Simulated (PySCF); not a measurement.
C4H15GeNSi, SMILES [GeH3][N]([Si](C)(C)C)C at its GFN2-xTB optimised geometry (Å):

```
22

Si     0.5088    -0.2092    -1.4954
C      2.3576    -0.4747    -1.1249
C     -0.1317    -1.6025    -2.6231
C      0.2623     1.4776    -2.3639
N     -0.3900    -0.2960     0.0000
C      0.2011     0.2635     1.2048
Ge    -2.2170    -0.2960     0.0000
H      2.5236    -1.3587    -0.5180
H      2.7913     0.3742    -0.6072
H      2.9071    -0.6052    -2.0509
H      0.5912    -1.8373    -3.3970
H     -1.0559    -1.3161    -3.1146
H     -0.3226    -2.5093    -2.0580
H      0.6545     2.2943    -1.7637
H      0.7600     1.5116    -3.3280
H     -0.7954     1.6702    -2.5284
H      1.2352    -0.0608     1.3008
H      0.1816     1.3587     1.2111
H     -0.3540    -0.0849     2.0794
H     -2.7079    -1.0424    -1.1910
H     -2.7913     1.0991     0.0000
H     -2.6348    -0.9571     1.2821
```

Method: PySCF with B3LYP/def2-SVP.

Map of the log10 of the electron density (e/bohr³), floored at −4 on the plane z = 0.6 Å:

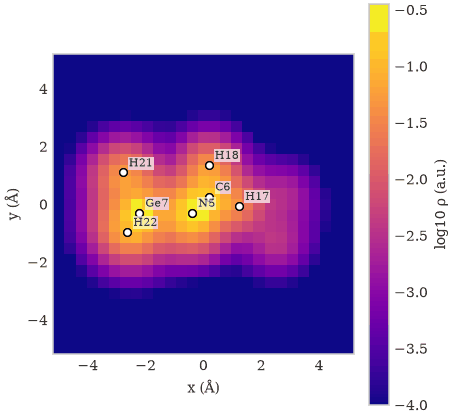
*Log10 of the electron density (e/bohr³), floored at −4 on the plane z = 0.6 Å.*
